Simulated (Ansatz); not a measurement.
**SnH4Se (SMILES [SeH][SnH3]): levels of theory compared**

Aim: a comparison of 6 runs (HF/STO-3G, HF/3-21G, HF/def2-SVPD, wB97X/3-21G, PBE0/def2-SVP, B3LYP/def2-TZVP) of SnH4Se. 

The results are computed with Ansatz 0.2.0.

5 further runs of the same task are left out: 2 that didn't finish, 3 set aside as unsound or not needed.

**1. The system as given**

The species is SnH4Se (6 atoms), meant as a singlet with charge 0. SMILES: `[SeH][SnH3]`. Geometry: relaxed at PBE0-D4/def2-TZVP.

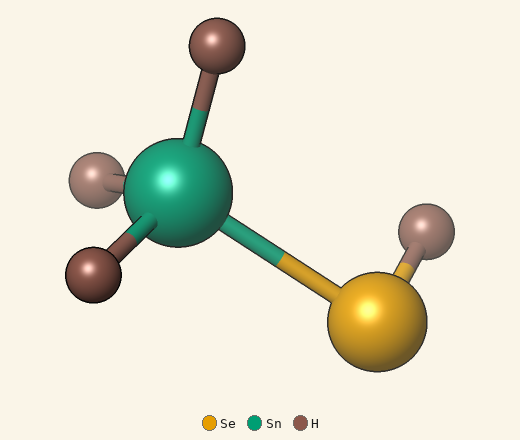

Viewed from a chosen angle; selenium amber, tin teal, hydrogen brown.

**2. Energy and forces at HF/STO-3G (run 1)**

The input, job.yaml:

```yaml
crystal:
  periodic: [false, false, false]
  atoms:
    - symbol: Se
      position_ang: [1.631400, 1.070800, 0.151200]
    - symbol: Sn
      position_ang: [-0.286500, -0.567600, -0.080700]
    - symbol: H
      position_ang: [0.716700, 2.213200, 0.276700]
    - symbol: H
      position_ang: [0.455800, -2.088500, -0.261200]
    - symbol: H
      position_ang: [-1.218300, -0.171700, -1.452800]
    - symbol: H
      position_ang: [-1.256900, -0.520000, 1.320600]
basis:
  gaussian:
    orbitals: STO-3G
accuracy: high
hamiltonian:
  xc: hf
output: {forces: true, orbitals: {seedname: orbitals}}
```

Launch:

```bash
$ ansatz run job.yaml --threads 1 --pin off --max-ram 2610MiB --events-out events.jsonl --progress --plain --runs-dir runs
```

Output:

```text
Warning: RAYON_NUM_THREADS=1 ignored (pool sized by the plan → 1); use --threads N
Functional definition: HF
  name "HF"
  exchange = exact_x
  correlation = 0
814 factors; integrals over basis functions are off by at most 3.8e-8 eV
mean field evaluation 1: about -226920.9796 eV, gradient 1.1e1 eV
mean field evaluation 2: about -226920.9860 eV, gradient 1.1e1 eV
mean field evaluation 4: about -226921.7350 eV, gradient 3.9e-1 eV
mean field evaluation 8: about -226921.7369 eV, gradient 4.4e-5 eV
mean field -226921.73692788 eV, -8339.2200190221 hartree, gradient 2.7e-8 eV, S^2 0.000000; 0 other end points of the search recorded, 0 dependent functions left out
the calculation of the forces begins
reference -226921.73692788 eV, -8339.2200190221 hartree; 44, 44 occupied and 5, 5 virtual orbitals, 814 factors
Total energy: -226921.73692788 eV, -8339.2200190221 hartree
Atom 0 at     1.631400     1.070800     0.151200 Å, force    -1.126343     0.542774     0.048802 eV/Å
Atom 1 at    -0.286500    -0.567600    -0.080700 Å, force    -0.427405    -0.775993    -0.103252 eV/Å
Atom 2 at     0.716700     2.213200     0.276700 Å, force     0.737177    -0.588376    -0.060209 eV/Å
Atom 3 at     0.455800    -2.088500    -0.261200 Å, force    -0.665400     1.107774     0.129683 eV/Å
Atom 4 at    -1.218300    -0.171700    -1.452800 Å, force     0.726080    -0.278623     1.070225 eV/Å
Atom 5 at    -1.256900    -0.520000     1.320600 Å, force     0.755891    -0.007557    -1.085248 eV/Å
Dipole moment:    -0.471269    -0.123285    -0.022632 e Å
```

It took 2.1 s on 1 thread of Arm Neoverse V1, shared host.

**3. Energy and gradient at HF/3-21G (run 2)**

The input, job.yaml:

```yaml
crystal:
  periodic: [false, false, false]
  atoms:
    - {symbol: Se, position_ang: [1.631400, 1.070800, 0.151200]}
    - {symbol: Sn, position_ang: [-0.286500, -0.567600, -0.080700]}
    - {symbol: H, position_ang: [0.716700, 2.213200, 0.276700]}
    - {symbol: H, position_ang: [0.455800, -2.088500, -0.261200]}
    - {symbol: H, position_ang: [-1.218300, -0.171700, -1.452800]}
    - {symbol: H, position_ang: [-1.256900, -0.520000, 1.320600]}
basis:
  gaussian: {orbitals: 3-21G-spherical.json}
total_charge: 0
magnetization: {spin_polarized: false, initial_magnetization: 0}
hamiltonian: {xc: hf}
accuracy: high
output: {forces: true, orbitals: {seedname: orbitals}}
```

The basis set 3-21G is read from a file made from the Basis Set Exchange's data (not shown).

Launch:

```bash
$ ansatz run job.yaml --threads 1 --pin off --max-ram 2610MiB --events-out events.jsonl --progress --plain --runs-dir runs
```

Output, cut to the lines that bear on the results:

```text
Warning: RAYON_NUM_THREADS=1 ignored (pool sized by the plan → 1); use --threads N
Functional definition: HF
  name "HF"
[...]
1130 factors; integrals over basis functions are off by at most 4.5e-9 eV
[...]
mean field -228223.45962983 eV, -8387.0574459793 hartree, gradient 1.7e-8 eV, S^2 0.000000; 0 other end points of the search recorded, 0 dependent functions left out
[...]
reference -228223.45962983 eV, -8387.0574459793 hartree; 44, 44 occupied and 17, 17 virtual orbitals, 1130 factors
Total energy: -228223.45962983 eV, -8387.0574459793 hartree
Atom 0 at     1.631400     1.070800     0.151200 Å, force     0.645949     0.631570     0.087619 eV/Å
Atom 1 at    -0.286500    -0.567600    -0.080700 Å, force    -0.393228    -0.520766    -0.070396 eV/Å
Atom 2 at     0.716700     2.213200     0.276700 Å, force     0.119386     0.221260     0.029344 eV/Å
Atom 3 at     0.455800    -2.088500    -0.261200 Å, force     0.160778    -0.426010    -0.051127 eV/Å
Atom 4 at    -1.218300    -0.171700    -1.452800 Å, force    -0.261474     0.090241    -0.342590 eV/Å
Atom 5 at    -1.256900    -0.520000     1.320600 Å, force    -0.271411     0.003705     0.347149 eV/Å
Dipole moment:    -0.423234    -0.146397    -0.024729 e Å
```

Wall time 2.7 s (1 thread of Arm Neoverse V1, shared host).

Run 3 isn't shown in full; the table further down has it.

**4. Energy and forces at wB97X/3-21G (run 4)**

The input, run.yaml:

```yaml
crystal:
  periodic: [false, false, false]
  atoms:
    - {symbol: Se, position_ang: [1.631400, 1.070800, 0.151200]}
    - {symbol: Sn, position_ang: [-0.286500, -0.567600, -0.080700]}
    - {symbol: H, position_ang: [0.716700, 2.213200, 0.276700]}
    - {symbol: H, position_ang: [0.455800, -2.088500, -0.261200]}
    - {symbol: H, position_ang: [-1.218300, -0.171700, -1.452800]}
    - {symbol: H, position_ang: [-1.256900, -0.520000, 1.320600]}
basis:
  gaussian: {orbitals: 3-21G-spherical.json}
hamiltonian: {xc: {name: wB97X}}
output: {forces: true, orbitals: {seedname: orbitals}}
accuracy: high
```

The basis set 3-21G is read from a file made from the Basis Set Exchange's data (not shown).

Launch:

```bash
$ ansatz run run.yaml --threads 1 --pin off --max-ram 2610MiB --events-out events.jsonl --progress --plain --runs-dir runs
```

Output, cut to the lines that bear on the results:

```text
Warning: RAYON_NUM_THREADS=1 ignored (pool sized by the plan → 1); use --threads N
Functional definition: wB97X
  name "wB97X"
[...]
      + exact_x_lr(omega)
[...]
      + integral(e_c_pw_opposite_spin*poly(b97_u_opposite, 1, cos1, cos2, cos3, cos4))
1130 factors; integrals over basis functions are off by at most 4.5e-9 eV
245 factors; integrals over basis functions are off by at most 2.2e-9 eV
[...]
mean field -228343.76665471 eV, -8391.4786475965 hartree, gradient 3.0e-8 eV, S^2 0.000000; 0 other end points of the search recorded, 0 dependent functions left out
[...]
reference -228343.76665178 eV, -8391.4786474890 hartree; 44, 44 occupied and 17, 17 virtual orbitals, 1130 factors
Total energy: -228343.76665178 eV, -8391.4786474890 hartree
Atom 0 at     1.631400     1.070800     0.151200 Å, force     0.620251     0.245788     0.039841 eV/Å
Atom 1 at    -0.286500    -0.567600    -0.080700 Å, force    -0.190312    -0.266888    -0.035911 eV/Å
Atom 2 at     0.716700     2.213200     0.276700 Å, force    -0.076888     0.335647     0.040201 eV/Å
Atom 3 at     0.455800    -2.088500    -0.261200 Å, force     0.171815    -0.403049    -0.048116 eV/Å
Atom 4 at    -1.218300    -0.171700    -1.452800 Å, force    -0.257442     0.087787    -0.345043 eV/Å
Atom 5 at    -1.256900    -0.520000     1.320600 Å, force    -0.267424     0.000713     0.349028 eV/Å
Dipole moment:    -0.393743    -0.112982    -0.020190 e Å
```

Wall time 21 s (1 thread of Arm Neoverse V1, shared host); peak memory 0.4 GiB.

Run 5 isn't shown in full; the table further down has it.

**5. Energy and gradient at B3LYP/def2-TZVP (core potential) (run 6)**

run.yaml: that of step 4 with these lines changed.

```diff
@@ -1 +1,3 @@
+basis:
+  gaussian: {orbitals: def2-TZVP}
 crystal:
@@ -9,6 +11,4 @@
     - {symbol: H, position_ang: [-1.256900, -0.520000, 1.320600]}
-basis:
-  gaussian: {orbitals: 3-21G-spherical.json}
-hamiltonian: {xc: {name: wB97X}}
+hamiltonian: {xc: {name: B3LYP}}
+accuracy: high
 output: {forces: true, orbitals: {seedname: orbitals}}
-accuracy: high
```

Launch:

```bash
$ ansatz run run.yaml --threads 1 --pin off --max-ram 2610MiB --events-out events.jsonl --progress --plain --runs-dir runs
```

Output, cut to the lines that bear on the results:

```text
Warning: RAYON_NUM_THREADS=1 ignored (pool sized by the plan → 1); use --threads N
Functional definition: B3LYP
  name "B3LYP"
[...]
2207 factors; integrals over basis functions are off by at most 4.9e-9 eV
[...]
mean field -71249.64395815 eV, -2618.3761207189 hartree, gradient 8.1e-8 eV, S^2 0.000000; 0 other end points of the search recorded, 0 dependent functions left out
[...]
reference -71249.64399834 eV, -2618.3761221955 hartree; 30, 30 occupied and 92, 92 virtual orbitals, 2207 factors
Total energy: -71249.64399834 eV, -2618.3761221955 hartree
Atom 0 at     1.631400     1.070800     0.151200 Å, force     0.254277     0.138039     0.020924 eV/Å
Atom 1 at    -0.286500    -0.567600    -0.080700 Å, force    -0.139109    -0.127796    -0.018515 eV/Å
Atom 2 at     0.716700     2.213200     0.276700 Å, force    -0.026389     0.071805     0.008569 eV/Å
Atom 3 at     0.455800    -2.088500    -0.261200 Å, force     0.021783    -0.076288    -0.009186 eV/Å
Atom 4 at    -1.218300    -0.171700    -1.452800 Å, force    -0.054305     0.004579    -0.061219 eV/Å
Atom 5 at    -1.256900    -0.520000     1.320600 Å, force    -0.056257    -0.010339     0.059428 eV/Å
Dipole moment:    -0.248025    -0.079878    -0.013774 e Å
```

Wall time 18 s (1 thread of Arm Neoverse V1, shared host); peak memory 0.44 GiB.

**6. All runs side by side**

```
run                             level  core potential   energy (Eh)  dipole moment (D)  HOMO energy (eV)  LUMO energy (eV)  wall time
  1                         HF/STO-3G            none  -8339.220019               2.34             -6.86              8.42      2.1 s
  2                          HF/3-21G            none  -8387.057446               2.15             -9.43              2.40      2.7 s
  3     HF/def2-SVPD (core potential)       def2-SVPD  -2615.226193               1.54             -9.49              1.55      8.7 s
  4                       wB97X/3-21G            none  -8391.478647               1.97             -9.03              1.44       21 s
  5    PBE0/def2-SVP (core potential)        def2-SVP  -2617.673417               1.38             -6.80             -0.54       10 s
  6  B3LYP/def2-TZVP (core potential)       def2-TZVP  -2618.376122               1.25             -6.69             -1.06       18 s
```

**7. Results**

| quantity | value |
| --- | --- |
| run 6: total energy | -2618.37612 Eh |
| run 6: dipole moment | 1.25 D |
| run 6: HOMO energy | -6.69 eV |
| run 6: LUMO energy | -1.06 eV |
| run 6: HOMO–LUMO gap | 5.63 eV |
| run 6: largest force on an atom | 0.290 eV/Å |

What this shows: The dipole moment (its size) runs from 1.25 D (B3LYP/def2-TZVP) to 2.34 D (HF/STO-3G). The two ends differ in method and basis and core potential. The HOMO–LUMO gap runs from 5.63 eV (B3LYP/def2-TZVP) to 15.27 eV (HF/STO-3G). Totals of different functionals can't be ranked against each other. Some runs of one species differ in core potentials or relativity; totals across that change don't compare. In run 1 the basis is minimal, so the values are rough. In runs 1, 2, 4 relativity is left out where basis or elements ask for it. All runs together took 63 s, the longest 21 s.
